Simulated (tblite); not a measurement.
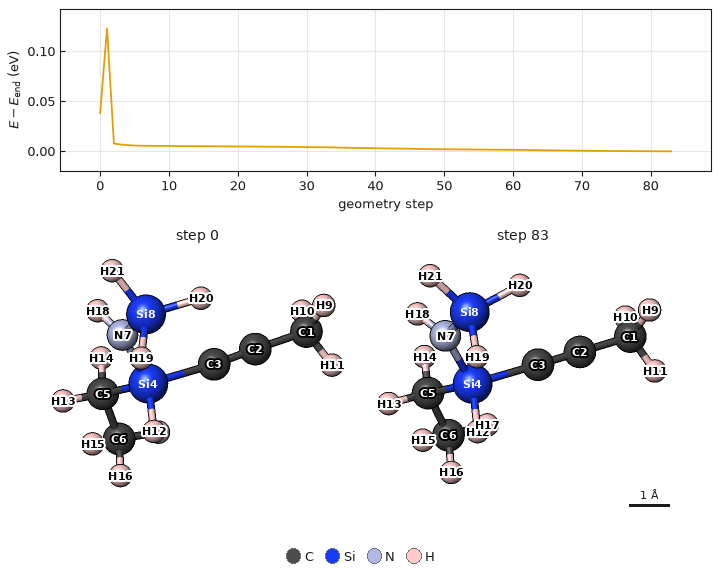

First and last geometry of a relaxation of C₅H₁₃NSi₂, with the history of the run. The picture is a ball-and-stick view, seen from a free direction.

All numbers below come from GFN2-xTB geometry optimisation, gas phase (tblite). 

**What do the curves and the structures tell?**

It converged. H20 moves most after the best rigid fit: 0.38 Å. By element the largest moves are H 0.38 Å, C 0.15 Å, N 0.08 Å, Si 0.07 Å. Near-neighbour distances that change, for instance: C2–C3 1.189 → 1.206 Å, C1–C2 1.462 → 1.446 Å, C3–Si4 1.866 → 1.851 Å, Si4–H12 1.478 → 1.468 Å. Bond angles that change, for instance: C2–C3–Si4 176.1° → 178.1°. The energy falls by 0.038 eV in 83 geometry steps. Cost: 3 s on 1 thread of Intel(R) Xeon(R) Platinum 8488C (shared host).
